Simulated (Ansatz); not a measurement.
**C3H11BSi (SMILES CBCC[SiH3]): density, localisation and related maps**

```yaml
atoms:
  - { symbol: C, position_ang: [-1.6487, 0.1707, -1.9551] }
  - { symbol: B, position_ang: [-0.4173, -0.6153, -1.4139] }
  - { symbol: C, position_ang: [-0.1416, -0.8117, 0.1079] }
  - { symbol: C, position_ang: [0.7824, 0.3966, 0.4194] }
  - { symbol: Si, position_ang: [1.3106, 0.4242, 2.2198] }
  - { symbol: H, position_ang: [-1.4195, 0.8180, -2.8056] }
  - { symbol: H, position_ang: [-2.2035, 0.7349, -1.2014] }
  - { symbol: H, position_ang: [-2.3366, -0.5922, -2.3528] }
  - { symbol: H, position_ang: [0.3941, -1.0380, -2.1966] }
  - { symbol: H, position_ang: [0.3850, -1.7385, 0.3505] }
  - { symbol: H, position_ang: [-1.0385, -0.7517, 0.7324] }
  - { symbol: H, position_ang: [1.6824, 0.3698, -0.2059] }
  - { symbol: H, position_ang: [0.2778, 1.3428, 0.1921] }
  - { symbol: H, position_ang: [2.0439, -0.8285, 2.5477] }
  - { symbol: H, position_ang: [0.1105, 0.5104, 3.0956] }
  - { symbol: H, position_ang: [2.1961, 1.5859, 2.5098] }
```

Geometry: PBE0-D4/def2-TZVP.

All numbers below come from RKS PBE0-D4/def2-TZVPP (Ansatz).

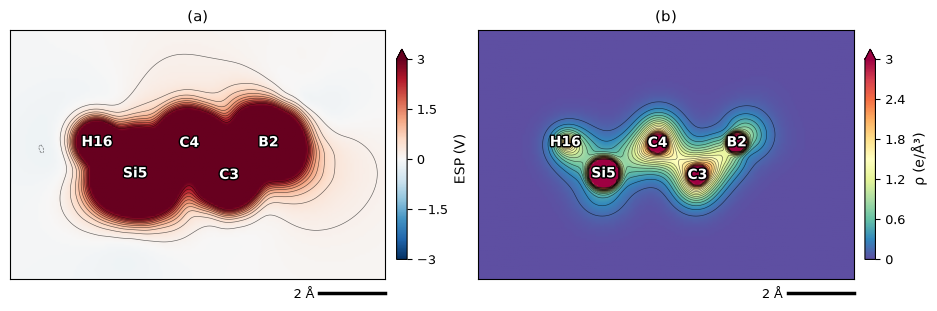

Figure 1. (a) electrostatic potential; (b) total electron density on the plane of atoms B2, C3 and C4.

### What does the map show?

The section cuts through B, C, Si and H sites.
C–C (1.55 Å): the density is about 1.5 e/Å³ at the midpoint.
C–B (1.56 Å): ρ at the midpoint is about 1.5 e/Å³.
C–Si (1.88 Å): the density is about 0.96 e/Å³ at the midpoint.
Si–H (1.49 Å): ρ at the midpoint is about 0.8 e/Å³.
The potential has no marked negative region in this plane.

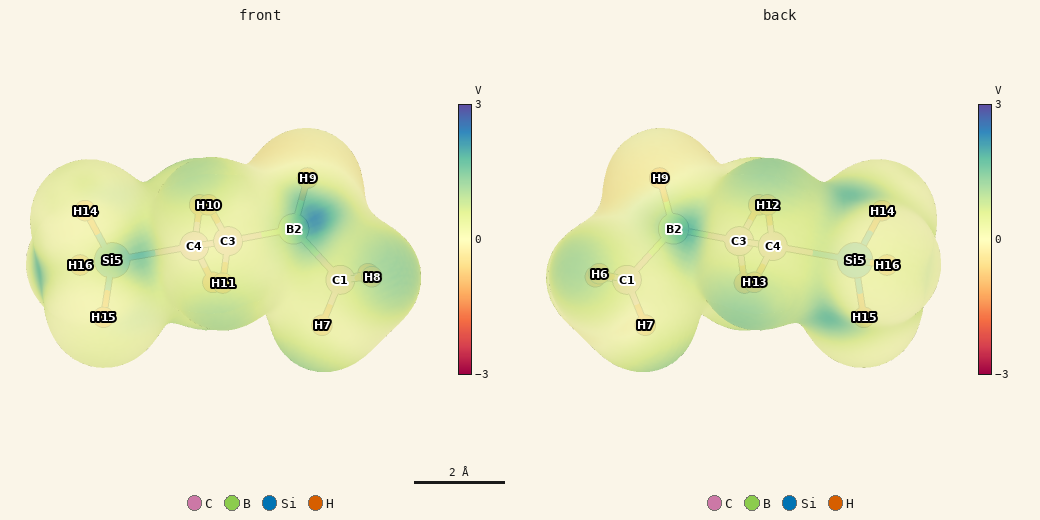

Figure 2. The molecular electrostatic potential painted on the density surface at 0.004 e/bohr³, seen from the front and from behind; red is negative and blue positive.

### Describe the electrostatic potential map.

The most negative region (about −0.3 V) lies over H9, the most positive (about +2.0 V) over B2.

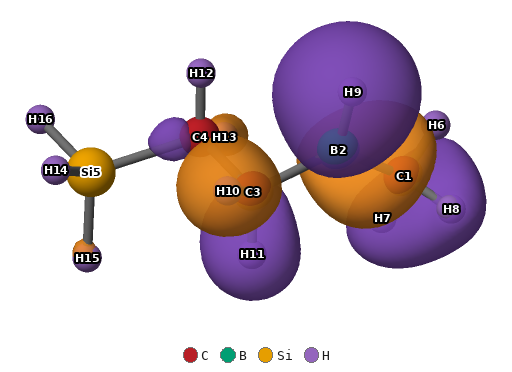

Figure 3. The HOMO−1 at ±0.08 Å⁻³ᐟ² (orange and purple are the two phases), seen from one side.

### What is the character of this orbital?

It lies mainly on B2 (about 25 %), C1 (about 25 %), H9 (about 20 %) and C3 (about 10 %). Its energy is −8.78 eV.
